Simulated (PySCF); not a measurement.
# S(OH)₂: structure of the triplet

Where does triplet S(OH)₂ go from a linear start, is the end point a minimum, and what are its modes, charges and moments?

Method: PBE0, basis S def2-TZVP, O def2-TZVP, H def2-TZVP, no relativity, density fitting; program: PySCF 2.14.0.

## (1) Where the work starts

5 atoms, charge 0, spin multiplicity 3.

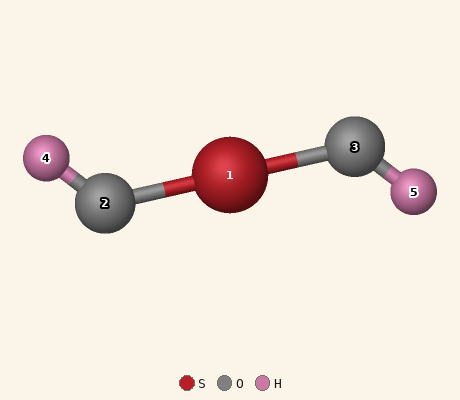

As it starts; sulfur red, oxygen grey, hydrogen pink; atoms are numbered from 1 in the order of the file.

```xyz
5
charge 0 multiplicity 3
S     0.0000    0.0000    0.0000
O     0.0000    0.0000    1.6600
O     0.0000    0.0000   -1.6600
H    -0.7354    0.0000    2.2771
H     0.7354    0.0000   -2.2771
```

## (2) The SCF at the typed geometry

One driver script runs all steps and calls PySCF; scf.py shows how it sets up the SCF of each step. The optimiser is the driver's own. After this first run the driver tries any further starts and a stability analysis.

Contents of scf.py:

```python
from pyscf import gto, scf, dft
mol = gto.M(atom='''
S      0.000000     0.000000     0.000000
O      0.000000     0.000000     1.660000
O      0.000000     0.000000    -1.660000
H     -0.735400     0.000000     2.277100
H      0.735400     0.000000    -2.277100''',
    basis={'S': 'def2-TZVP', 'O': 'def2-TZVP', 'H': 'def2-TZVP'},
    charge=0, spin=2)
mf = dft.UKS(mol, xc='PBE0')
mf.grids.atom_grid = (50, 194)
aux = {'S': 'def2-universal-JKFIT', 'O': 'def2-universal-JKFIT', 'H': 'def2-universal-JKFIT'}
mf = mf.density_fit(auxbasis=aux)
mf.conv_tol = 1e-08
mf.diis_space = 10
mf.max_cycle = 60
mf.init_guess = 'minao'
mf.verbose = 4
mf.kernel()
```

Launch:

```sh
$ OMP_NUM_THREADS=4 python axn.py task.json out
```

The runs that follow: Linear start, triplet: relaxation; Hessian and properties; Downhill along the imaginary mode; Vibrations and properties at this point.

Q: Predict the outcome of this session. Wanted: minimum; geometry; wavenumbers; dipole moment; highest occupied, lowest empty level; polar-tensor charge of S1; zero-point energy; atomisation energy; ⟨S²⟩.

**Answer**, as computed:

| quantity | value |
| --- | --- |
| minimum | triplet, Cs |
| geometry | O–H 0.966 Å, O–H 0.968 Å, S–O 1.713 Å, S–O 1.737 Å; H–O–S 107.5°, H–O–S 111.8°, O–S–O 151.4° |
| wavenumbers (cm⁻¹) | 196 (a''), 292 (a'), 357 (a''), 568 (a'), 617 (a'), 885 (a'), 993 (a'), 3768 (a'), 3815 (a') |
| dipole moment | 0.57 D |
| highest occupied, lowest empty level (either spin) | -6.98, -3.03 eV |
| polar-tensor charge of S1 | +0.93 e |
| zero-point energy | 68.7 kJ/mol |
| entropy at 298.15 K | 288.2 J/(mol K) |
| atomisation energy (no zero-point energy) | 1321 kJ/mol |
| ⟨S²⟩ | 2.007 |

What this shows: The linear start (C2h) ends in a minimum of Cs symmetry, after a stop at a higher-order saddle point 40.0 kJ/mol higher, from which it was pushed off along an imaginary mode. The strongest infrared band lies at 196 cm⁻¹ (a''). Most of the spin sits on S1 (Mulliken spin 1.40, against 2 for the whole molecule). Other starts or spin states, not run here, may lie lower.
